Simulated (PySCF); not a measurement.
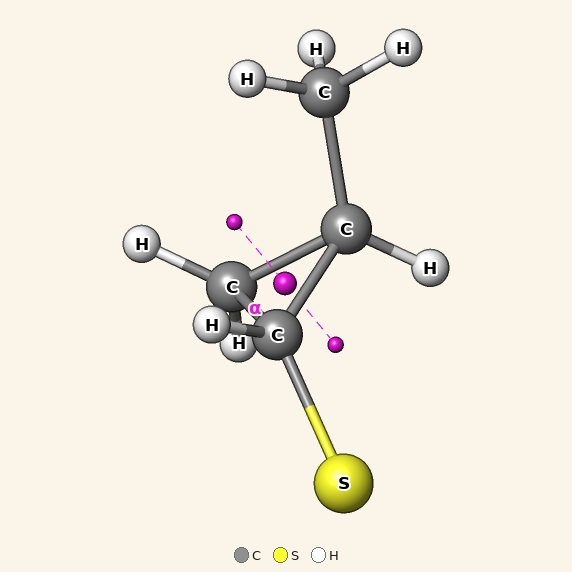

The small points mark where nucleus-independent chemical shifts (NICS) were computed: at the centre of each lettered ring and 1 Å above and below it. Charge −1, singlet. Geometry: a frame of a GFN2-xTB molecular-dynamics simulation, not a minimum. Properties computed with GIAO PBE0/pcSseg-1 NMR shielding, non-relativistic, gas phase (PySCF 2.14.0).

Give NICS(0), NICS(1) and the out-of-plane component NICS(1)zz for each ring (means of the two sides).

```csv
ring,members,NICS(0),NICS(1),NICS(1)zz
α,C3,−44.0,−8.7,−20.9
```

Values in ppm.
